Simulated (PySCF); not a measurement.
Consider AlCl (charge −1, doublet).

```xyz
2

Al    0.0000    0.0000   -1.3079
Cl    0.0000    0.0000    1.0091
```

The calculation used PBE0/aug-cc-pVDZ(-PP), non-relativistic Hamiltonian with scalar-relativistic core potentials where named, at a bond length of 2.317 Å in PySCF 2.14.0.

What will maps of the electron density, electron localisation function and spin density show?

Answer. Al–Cl (2.32 Å): the density is about 0.46 e/Å³ at the midpoint; the ELF peaks at about 0.85 in the valence shell of Cl, 0.8 Å from its nucleus, and is about 0.70 at the midpoint.
The unpaired spin (1 electron) lies mostly on Al1 (about 0.9), in electrons by Hirshfeld's partition.

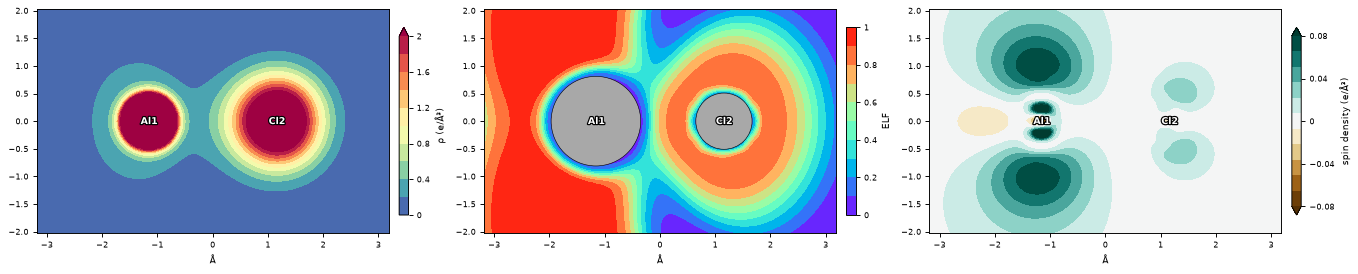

Computed electron density, electron localisation function and spin density on a plane that holds the molecular axis, in this order. Grey discs cover the atomic cores in the ELF map. 
